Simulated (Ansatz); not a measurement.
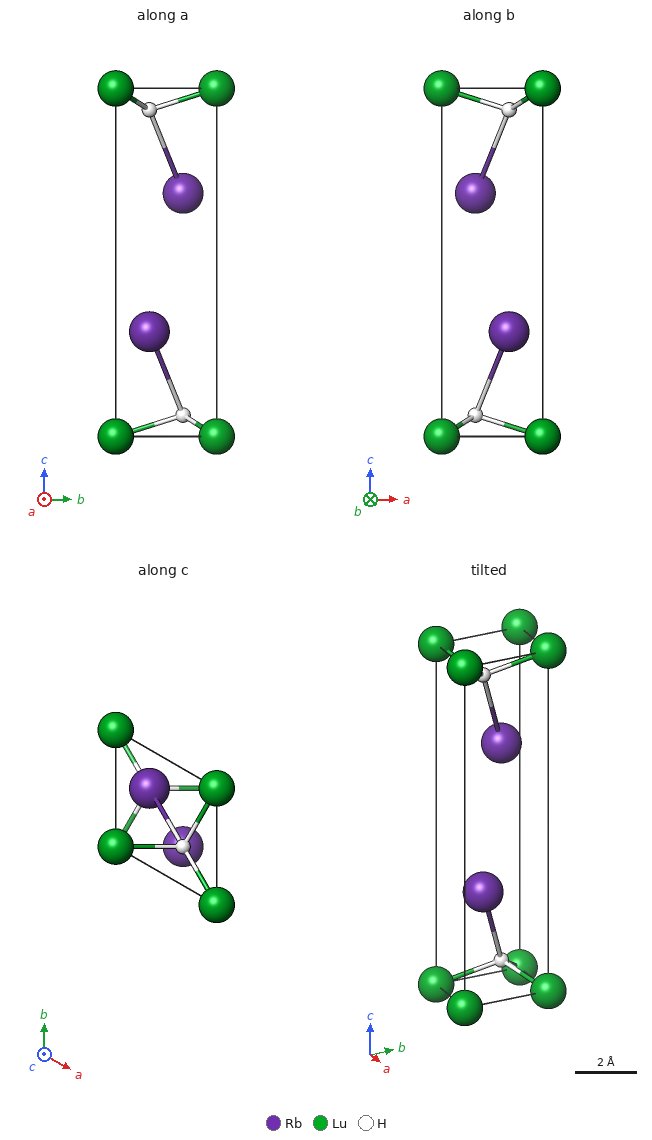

Structure drawing (ball-and-stick), viewed along the a axis, along the b axis, along the c axis and slightly off an axis. Lines trace the edges of the conventional unit cell.

Lattice parameters: a = 3.842 Å, b = 3.842 Å, c = 11.465 Å, α = 90.00°, β = 90.00°, γ = 120.00°. Put a along x and b in the xy plane.

### Give the structure in the form of a POSCAR file, with free fractional coordinates to two decimals.

```
Rb Lu H
1.0
     3.842    0.000    0.000
    -1.921    3.327    0.000
     0.000    0.000   11.465
Rb Lu H
2 1 2
Direct
  0.3333 0.6667 0.70
  0.6667 0.3333 0.30
  0.00 0.00 0.00
  0.6667 0.3333 0.94
  0.3333 0.6667 0.06
```

Origin of the cell: a structure type filled with these elements by a generator (whether the compound takes this form wasn't checked). This is the structure after a relaxation with Ansatz, DFT PBE, scalar-relativistic, plane waves, PAW.
